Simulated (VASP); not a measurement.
Energy against volume of K (bcc). Computed with rev-vdW-DF2, VASP's PBE PAW potentials (set 64) (plane waves; VASP).

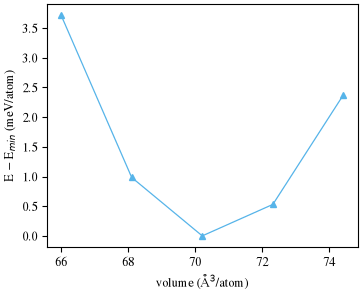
Figure: Energy against volume

Question: Estimate the equilibrium volume and the bulk modulus.

Answer: The minimum lies near 70.5 Å³/atom, and the curvature gives B0 of about 3.8 GPa.

Measured: bulk modulus 3.8 GPa at 0 K (computed value off by +0.8 %), as given by H. Levämäki et al., Physical Review B (2014), arXiv:1402.3671 [corrected for temperature and zero-point phonon effects]; a 5.212 Å at 0 K (computed value off by -0.1 %), as given by Gábor I. Csonka et al., Physical Review B (2009), arXiv:0903.4037 [low-temperature or extrapolated to 0 K; zero-point anharmonic expansion removed].

The compound is K in the bcc structure. It was relaxed first.
